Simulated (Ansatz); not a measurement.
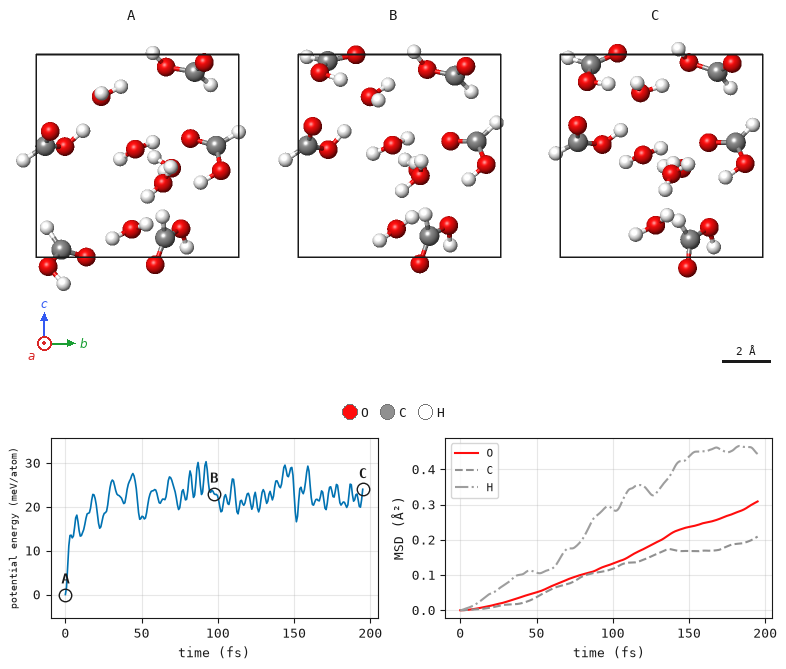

Molecular dynamics of a periodic cell with 5 HCOOH + 5 H2O at 0.88 g/cm³, 195 fs long. Frames (A at 0 fs, B at 98 fs, C at 195 fs) and the history of the run. Style: ball-and-stick. Shown: the simulation cell, along the a axis. Atoms that leave the cell re-enter on the other side.

The calculation used DFT PBEsol, scalar-relativistic, plane waves, PAW in Ansatz 0.2.0. Run with plane-wave cutoff 420 eV; k-point mesh 1 × 1 × 1; Fermi-Dirac smearing 0.05 eV; Langevin thermostat (NVT); set temperature 300 K; time step 0.75 fs; friction 0.02 per fs.

Q: What happens in this trajectory?

A: Root-mean-square distances from the starting positions over the second half, with the common drift of all atoms taken out: H 0.63 Å, O 0.47 Å, C 0.40 Å. The heavy atoms stay within a fraction of a molecule's size of their starting places; so short a run doesn't tell a liquid from a solid. The mean temperature in the second half is 289 K (standard deviation 26 K). The potential energy in the second half lies on average 22.7 meV per atom above the first frame.

Limits of the set-up: the periodic images lie only 8.5 Å apart, so the values are limited by the cell's size.
